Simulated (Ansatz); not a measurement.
# CeO2 (Fm-3m): spin-orbit coupling beyond the local functionals

How far does spin-orbit coupling move the gap of CeO2 (Fm-3m)?

Main program and level: Ansatz 0.2.0; density functionals with and without spin-orbit coupling, plane waves, PAW.

**The experiments to reproduce.**

- Gap 3.27 eV: optical gap from UV-vis absorption, direct-gap analysis; UV-vis absorption; powder (synthesised powder, particles about 50-200 nm) (“Observation of Fast Low‐Temperature Oxygen Ion Conduction in CeO2/β"‐Al2O3 Heterostructure”, 2024, pmc:11425223).

- Gap 3.05 ± 0.22 eV: indirect optical gap from Tauc plot; spectroscopic ellipsometry; film (polycrystalline ALD film, about 24 nm, on TiN, about 18% Ce3+) on TiN (“Structural, Chemical and Optical Properties of Cerium Dioxide Film Prepared by Atomic Layer Deposition on TiN and Si Substrates”, 2017, arxiv:1705.04071).

- Gap 3.25 ± 0.05 eV: O 2p to Ce 4f charge-transfer optical gap from Tauc plot; diffuse reflectance, Tauc plot; powder (“Strengths of covalent bonds in LnO2 determined from O K-edge XANES spectra using a Hubbard model”, 2023, pmc:10646950).

- Gap 3.54 ± 0.63 eV: direct optical gap from Tauc plot; spectroscopic ellipsometry; film (polycrystalline ALD film, about 24 nm, on Si, about 22% Ce3+) on Si (“Structural, Chemical and Optical Properties of Cerium Dioxide Film Prepared by Atomic Layer Deposition on TiN and Si Substrates”, 2017, arxiv:1705.04071).

- Gap 3.63 ± 0.18 eV: direct optical gap from Tauc plot; spectroscopic ellipsometry; film (polycrystalline ALD film, about 24 nm, on TiN, about 18% Ce3+) on TiN (“Structural, Chemical and Optical Properties of Cerium Dioxide Film Prepared by Atomic Layer Deposition on TiN and Si Substrates”, 2017, arxiv:1705.04071).

Most raw output is cut from this account.

In doubt: the elements are of a kind flagged for part-filled d or f shells, though by formal charges that shell is empty here, so the flag may not apply; the elements are of a kind flagged for part-filled d or f shells, though by formal charges that shell is empty here, so the flag may not apply.

## Step 1: The structure

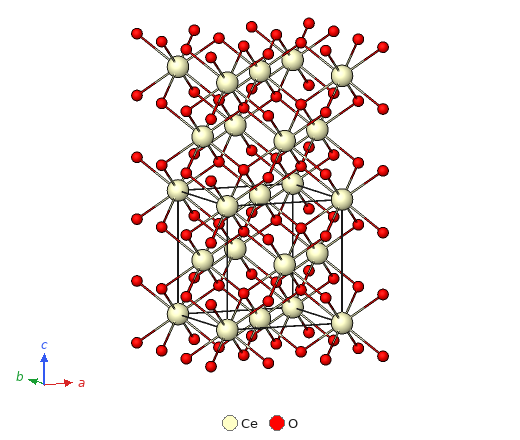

The cell as given, slightly off an axis (cerium light yellow, oxygen red). 1×1×2 cells are drawn. This picture shows the conventional cell, with its axes. Some periodic images of atoms are drawn too.

The cell and positions come from the Crystallography Open Database and are kept as given unless a step says otherwise. Spin-orbit coupling is left out unless a step names it.

## Step 2: HSE06, 4×4×4 mesh

This step: DFT, HSE06, plane waves, PAW; PAW set soft_1.

The input, input.yaml:

```yaml
crystal:
  lattice:
    - [0.0, 2.70365, 2.70365]
    - [2.70365, 0.0, 2.70365]
    - [2.70365, 2.70365, 0.0]
  atoms:
    - { symbol: Ce, position: [0.0, 0.0, 0.0] }
    - { symbol: O, position: [0.25, 0.25, 0.25] }
    - { symbol: O, position: [0.75, 0.75, 0.75] }
kpoints:
  mp_grid: { grid: [4, 4, 4] }
  band_path:
    path:
      - [0.0, 0.0, 0.0]
      - [0.5, 0.0, 0.5]
      - [0.625, 0.25, 0.625]
      - [0.375, 0.375, 0.75]
      - [0.5, 0.5, 0.5]
      - [0.5, 0.25, 0.75]
      - [0.2625, 0.2625, 0.525]
    npoints: 1
hamiltonian:
  xc: hse06
  pseudopotentials: { kind: paw, azcp: { folder: soft_1 } }
scf:
  occupations: { method: fixed }
  n_extra_bands: 5
output:
  eigenvalues: true
  write_density: true
  write_potential: true
  elf: true
  volumetric_format: npy
```

On the command line:

```bash
> ansatz run input.yaml --threads 3 --pin off --max-ram 92160MiB --backend cuda --events-out ev --progress --plain --runs-dir out --devices 1 --max-vram 13GiB
```

Wall time 13 s (1 × NVIDIA H100 80GB HBM3 (shared by 6 runs) with 3 threads of AMD EPYC 7R13 (Zen 3), shared host); peak memory 1 GiB; 14 s of CPU time.

This step gave:

- gap: 3.586 eV
- valence top at: k = (0.263, 0.263, 0.525)
- conduction bottom at: L
- least direct gap: 3.748 eV
- exact-exchange fraction: 0.25

The gap is indirect, with the least direct gap 0.16 eV higher.

## Step 3: HSE06+SOC, 4×4×4 mesh

The many-body steps leave out spin-orbit coupling, so its effect is taken from a two-component run, with twice the bands.

This step: DFT, HSE06 with spin-orbit coupling, plane waves, PAW; PAW set soft_1.

input.yaml, the sections that differ from step 2:

```yaml
hamiltonian:
  xc: hse06
  pseudopotentials: { kind: paw_fr, azcp: { folder: soft_1 } }
scf:
  occupations: { method: fixed }
  n_extra_bands: 10
magnetization:
  noncollinear: true
  spin_orbit: true
output:
  eigenvalues: true
# crystal, kpoints: as in step 2
```

Run time: 38 s. Hardware: 1 × NVIDIA H100 80GB HBM3 (shared by 6 runs) with 3 threads; peak memory 1.4 GiB; 68 s of CPU time.

This step gave:

| Property | Result |
| --- | --- |
| gap | 3.531 eV |
| valence top at | k = (0.263, 0.263, 0.525) |
| conduction bottom at | L |
| least direct gap | 3.692 eV |
| exact-exchange fraction | 0.25 |

The gap stands −0.06 eV against HSE06.

## Step 4: Together

Times are wall times on 1 × NVIDIA H100 80GB HBM3 (shared by 6 runs) with 3 threads of AMD EPYC 7R13 (Zen 3), shared host, good to a factor of about two.

```
level  gap (eV)  with coupling (eV)  change (eV)  time  with coupling
HSE06      3.59                3.53        −0.06  13 s           38 s
```

## Step 5: Results

* HSE06: 3.59 eV
* HSE06+SOC: 3.53 eV

Spin-orbit coupling changes the gap by −0.06 eV and the least direct gap by −0.06 eV. Against experiment, by HSE06+SOC: the direct gap of 3.69 eV lies +0.42 eV from the measured 3.27 eV (direct, 2024); the gap of 3.53 eV lies +0.48 eV from the measured 3.05 ± 0.22 eV (indirect, on TiN, 2017); the gap of 3.53 eV lies +0.28 eV from the measured 3.25 ± 0.05 eV (optical, 2023); the direct gap of 3.69 eV lies +0.15 eV from the measured 3.54 ± 0.63 eV (direct, on Si, 2017); the direct gap of 3.69 eV lies +0.06 eV from the measured 3.63 ± 0.18 eV (direct, on TiN, 2017). An exciton line or allowed optical edge lies below the quasiparticle gap by the binding energy; a forbidden edge can push the onset above it. The lattice is static and excitons are left out. The runs have no spin polarisation. For a closed low-spin shell that is the natural state; where a d or f shell is open it is a constraint, and the gap is then not the crystal's own.

[Paths, hosts, dates, memory and timing lines, banners, echoed tables and standing remarks are left out of the program output.]

[Logs are printed without paths, hosts, clocks, repeated set-up lines and the standing remarks that a program may print on its own settings, such as how far it seeks lower states.]

[Runs of the session that timed out or met a known fault of the program may be left out.]

[Cells called generated may have been cut or substituted from an entry of the Crystallography Open Database or the Materials Project.]

[Hosts, paths, dates, database ids (printed as entryN), source tags and the programs' standing remarks are cut or masked in the printed files.]
